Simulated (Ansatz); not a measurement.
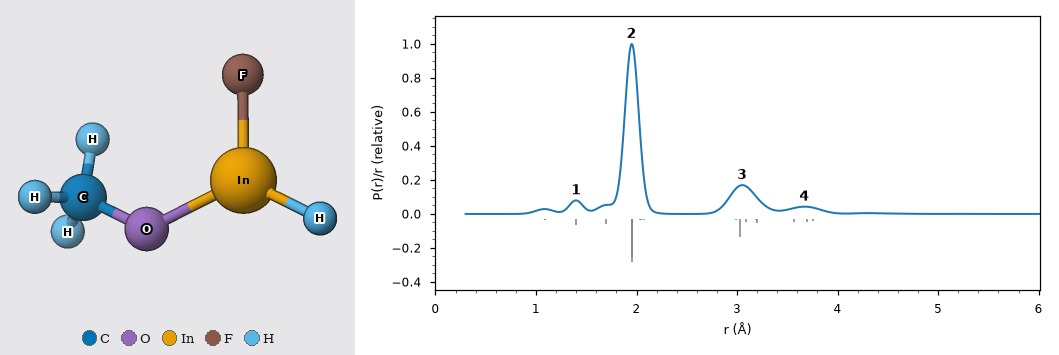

Simulated gas electron diffraction: radial distribution curve of CH₄FInO. Each pair of atoms contributes with weight ZᵢZⱼ/r (bars below the curve); damping constant 0.001 Å²; vibrational amplitudes assumed, not computed: 0.05 Å for bonds, 0.078 Å for bonds to H, 0.06 + 0.015 r up to 0.15 Å for other pairs. The geometry is the end point of an optimisation (RHF/def2-mTZVP (Ansatz)); it may be a saddle point or a higher isomer.

Read the positions of the numbered peaks and name the main pairs (– for bonds).

Peak 1, 1.40 Å: O–C 1.40 Å
Peak 2, 1.95 Å: In–F 1.95 Å, In–O 1.96 Å
Peak 3, 3.05 Å: In···C 3.03 Å, In···H 3.09 Å, F···O 3.20 Å, not resolved
Peak 4, 3.67 Å: F···C 3.57 Å, In···H 3.70–3.76 Å (×2), not resolved
